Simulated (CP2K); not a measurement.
## Converging shifted k-point meshes: Ag (Fm-3m, 1 atom in the cell)

```
Ag
1.0
    2.90653     0.00000     0.00000
    1.45326     2.51713     0.00000
    1.45326     0.83904     2.37317
Ag
1
Direct
  0.00000   0.00000   0.00000
```

Method: PBE, GPW, DZVP-MOLOPT-SR-GTH basis, GTH-PBE potentials (GTH_POTENTIALS) (CP2K).

Base settings: CUTOFF = 500 Ry; REL_CUTOFF = 60 Ry; SMEAR/METHOD = FERMI_DIRAC; ELECTRONIC_TEMPERATURE = 1160.45 K; KPOINTS/SCHEME = MONKHORST-PACK 6 6 6; GAMMA_CENTERED = T; XC_FUNCTIONAL = PBE; Ag/BASIS_SET = DZVP-MOLOPT-SR-GTH-q11; Ag/POTENTIAL = GTH-PBE-q11; METHOD = GPW.

In this ladder: GAMMA_CENTERED = default.

Only quantities that move along the ladder and can be compared are tabulated.

The starting cell has typed, rounded lattice constants, without a prior relaxation at this level. Its lattice was rescaled by up to half a per cent. Values carry the incompleteness of an atom-centred basis. In the base run, with a pressure of about 5 GPa the cell is away from its equilibrium volume at this level. Without a gap this mesh is coarse (it stands for a supercell whose shortest vector is 17 Å).

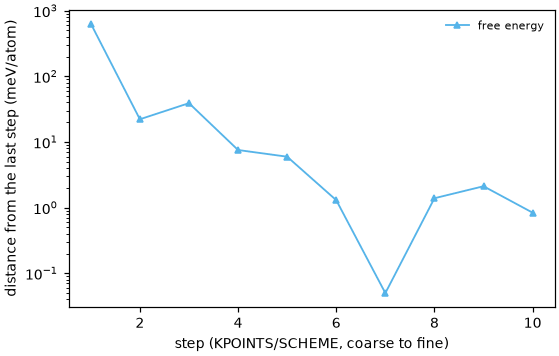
Fig. 1. Distance from the last step along the ladder; very small values are drawn at a floor.

| KPOINTS/SCHEME | free energy less the last step's (meV/atom) | pressure (GPa) |
|---|---|---|
| MONKHORST-PACK 2 2 2 | 637.12 | 8.75 |
| MACDONALD 3 3 3 0.1666666667 0.1666666667 0.1666666667 | 22.21 | 4.62 |
| MONKHORST-PACK 4 4 4 | 39.09 | 5.34 |
| MACDONALD 5 5 5 0.1 0.1 0.1 | 7.55 | 3.68 |
| MONKHORST-PACK 6 6 6 | 5.98 | 4.12 |
| MACDONALD 7 7 7 0.07142857143 0.07142857143 0.07142857143 | 1.30 | 3.92 |
| MONKHORST-PACK 8 8 8 | -0.01 | 3.86 |
| MACDONALD 9 9 9 0.05555555556 0.05555555556 0.05555555556 | -1.39 | 3.96 |
| MONKHORST-PACK 10 10 10 | -2.12 | 3.84 |
| MACDONALD 11 11 11 0.04545454545 0.04545454545 0.04545454545 | -0.84 | 3.87 |
| MACDONALD 13 13 13 0.03846153846 0.03846153846 0.03846153846 | 0.00 | 3.84 |

Coarsest KPOINTS/SCHEME that holds the free energy within 5 meV/atom of the last step, with all finer ones: MACDONALD 7 7 7 0.07142857143 0.07142857143 0.07142857143; the step before is off by 6.0 meV/atom.

Coarsest KPOINTS/SCHEME that holds the pressure within 1 GPa of the last step, with all finer ones: MACDONALD 5 5 5 0.1 0.1 0.1; the step before is off by 1.5 GPa.
